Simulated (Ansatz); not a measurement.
A computed series for AlV2C: response to strain

Take AlV2C (space group P6_3/mmc, No. 194; a = 2.885 Å, c = 13.117 Å) as the base. Axes: x lies along a and z along c of the hexagonal cell.

Strains are applied to the cell and any free atomic positions relax; under biaxial strain the out-of-plane vector relaxes too.

Calculations: r2SCAN (Ansatz, a program for electronic structure, PAW, no SOC).

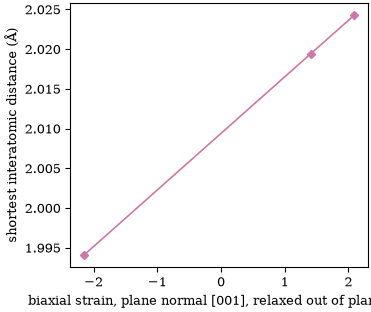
Figure: Shortest interatomic distance against biaxial strain, plane normal [001], relaxed out of plane

**Question.** From the plot, what is the shortest interatomic distance for biaxial strain +2.09 %, plane normal [001], relaxed out of plane?

**Answer.** About 2.024 Å.

**Question.** Is the trend monotonic over the range shown?

**Answer.** Yes, it rises throughout, spanning 1.994 Å to 2.024 Å.

Without a gap, meshes like the base's 18×18×4 leave anisotropic stresses uncertain by several tenths of a GPa, and small strain energies with them. No phonon test of stability was made. Seeded moments were not kept for the base. The final runs are not spin-polarised.
